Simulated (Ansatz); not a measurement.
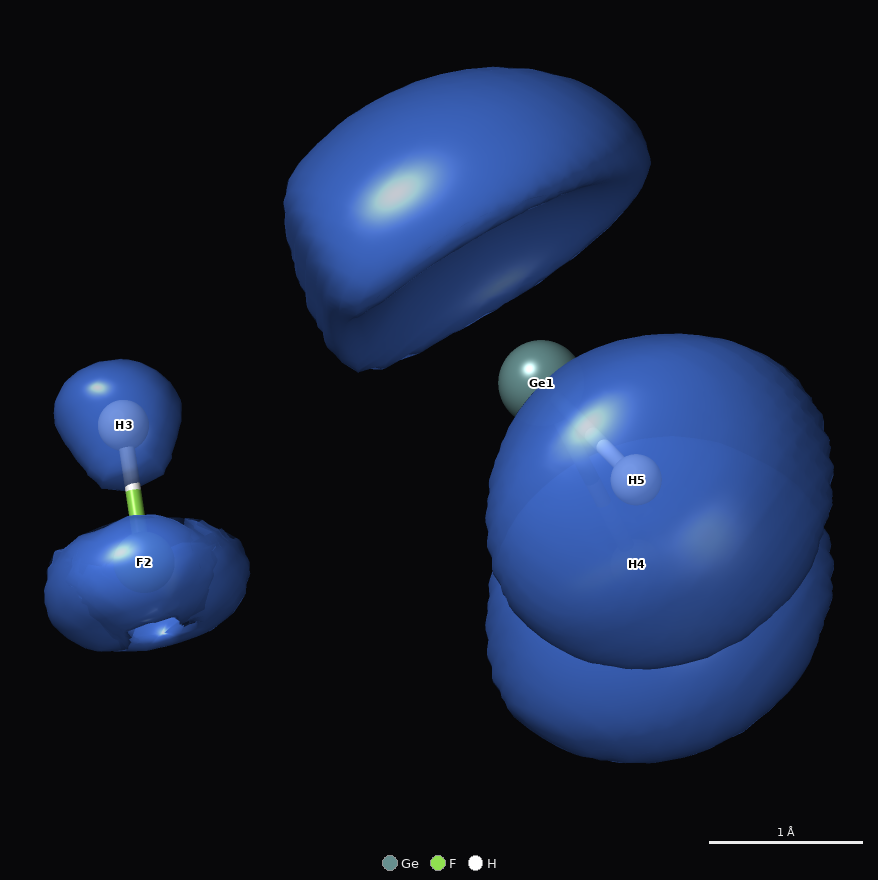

Figure 1: GeH2···HF. Isosurface of the electron localisation function at 0.85 (blue), seen from one side. Only the valence region is drawn (cores and ρ < 0.01 e/Å³ removed).

Level of theory: RKS PBE/def2-SVP in Ansatz 0.2.0.

```xyz
5

Ge   -0.0412    0.0000   -0.8293
F     1.4454    0.0000    1.6226
H     2.0717    0.0000    0.9305
H    -1.0800    1.1481   -0.3963
H    -1.0800   -1.1481   -0.3963
```

### Where are the electrons localised?

The surface consists of three regions around hydrogen nuclei, one lobe on Ge, pointing away from the bonds (lone pairs) and one region wrapped around F (its valence shell). Profiles from the grid: Ge1···F2 (2.87 Å): the ELF dips to about 0.05 between them. F–H (0.93 Å): the ELF climbs to about 1 towards the hydrogen, as it does in any bond to H (an ordinary covalent bond to hydrogen).
